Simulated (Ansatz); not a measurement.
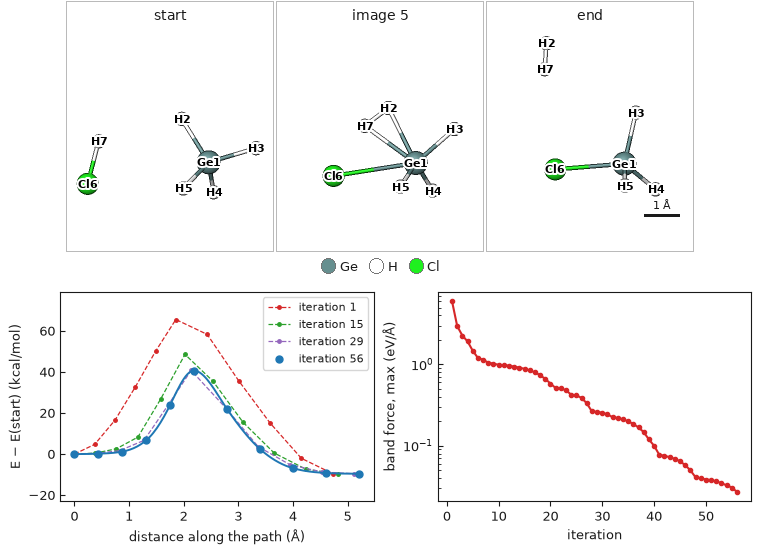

NEB run on GeH$_{5}$Cl, made up at the start of GeH$_{4}$ and HCl. Images are numbered from 0 (start) to 10 (end). The plot follows the band through its iterations. A ball-and-stick model, seen at a tilt.

The calculation used RKS PBE0/def2-SVP (Ansatz 0.2.0). Settings: 9 movable images; climbing image; force threshold 0.03 eV/Å; iteration limit 60; optimiser FIRE; largest step 0.5 Å; starting path through a guess of the saddle point.

> Judge this run.

The run is converged, with reservations. The band converged in 56 iterations. The largest component of the band force went from 6 to 0.027 eV/Å. The climbing image converged on the top of the path. Its curvatures weren't checked. The step length is far from the usual. The first iteration put the highest image at 65.6 kcal/mol. The highest point, image 5, lies 40.7 kcal/mol above the start and 50.2 kcal/mol above the end; the end is at −9.6 kcal/mol relative to the start.

Limits of the set-up: the start holds two separate molecules, 2.7 Å apart at their closest, whose relative position is a soft coordinate and is computed without a dispersion correction.

Cost: 18 min on 1 thread of Arm Neoverse V1, on a shared host, peak memory 0.18 GiB.
